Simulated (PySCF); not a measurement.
**[CoBr2]+: triplet, from a bent start**

The task is one start of a wider search on [CoBr2]+: the triplet, from a bent start. It is relaxed, tested by its Hessian and followed downhill if it is a saddle.

Computed with PySCF 2.14.0. Level: PBE0, basis Co def2-TZVP, Br def2-TZVP, no relativity, density fitting.

### Step 1. Where the work starts

3 atoms, charge 1, spin multiplicity 3.

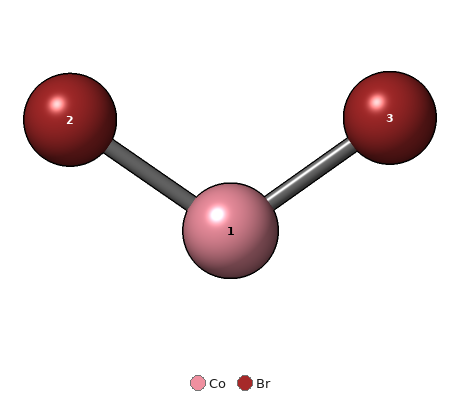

The starting geometry (cobalt pink, bromine red); atoms are numbered from 1 in the order of the file.

Coordinates in bohr (charge 1 multiplicity 3):
```
Co    0.0000    0.0000    0.0000
Br    3.4132    0.0000    2.3899
Br   -3.4132    0.0000    2.3899
```

### Step 2. The SCF at the typed geometry

The steps below are one call of a driver around PySCF. For each, scf.py gives the equivalent set-up of the SCF; relaxations use the driver's own optimiser. After this first run the driver tries any further starts and a stability analysis.

scf.py reads:

```python
from pyscf import gto, scf, dft
mol = gto.M(atom='''
Co     0.000000     0.000000     0.000000
Br     1.806200     0.000000     1.264700
Br    -1.806200     0.000000     1.264700''',
    basis={'Co': 'def2-TZVP', 'Br': 'def2-TZVP'},
    charge=1, spin=2)
mf = dft.UKS(mol, xc='PBE0')
mf.grids.atom_grid = (50, 194)
aux = {'Co': 'def2-universal-JKFIT', 'Br': 'def2-universal-JKFIT'}
mf = mf.density_fit(auxbasis=aux)
mf.conv_tol = 1e-08
mf.diis_space = 10
mf.max_cycle = 60
mf.init_guess = 'minao'
mf.verbose = 4
mf.kernel()
```

Command:

```sh
> OMP_NUM_THREADS=4 python axn.py task.json out
```

Further steps of the session: Bent start, triplet: relaxation; Frequencies.

What does the calculation give? Wanted: minimum; geometry; wavenumbers; dipole moment; highest occupied, lowest empty level; polar-tensor charge of Co1; zero-point energy; ⟨S²⟩.

**Answer**, as computed:

| quantity | value |
| --- | --- |
| minimum | broken-symmetry (Ms = 1), C2v |
| geometry | Co–Br 2.266 Å (×2); Br–Co–Br 81.9° |
| wavenumbers (cm⁻¹) | 104 (a1), 269 (b2), 295 (a1) |
| dipole moment (centre of mass) | 4.94 D |
| highest occupied, lowest empty level (either spin) | -13.85, -10.72 eV |
| polar-tensor charge of Co1 | +0.99 e |
| zero-point energy | 4.0 kJ/mol |
| entropy at 298.15 K | 324.7 J/(mol K) |
| ⟨S²⟩ | 2.792 |

What this shows: The bent start keeps its C2v symmetry and ends in a minimum. The determinant is spin-contaminated (⟨S²⟩ = 2.79 against 2.00), so it is no pure spin state. In the infrared the band at 295 cm⁻¹ (a1) leads. The first SCF alone would have been 3 kJ/mol too high. Only this shape and spin were tried, so other structures or states may lie lower. Open d and f shells are described by one determinant, and the ground state may have another occupation or spin.
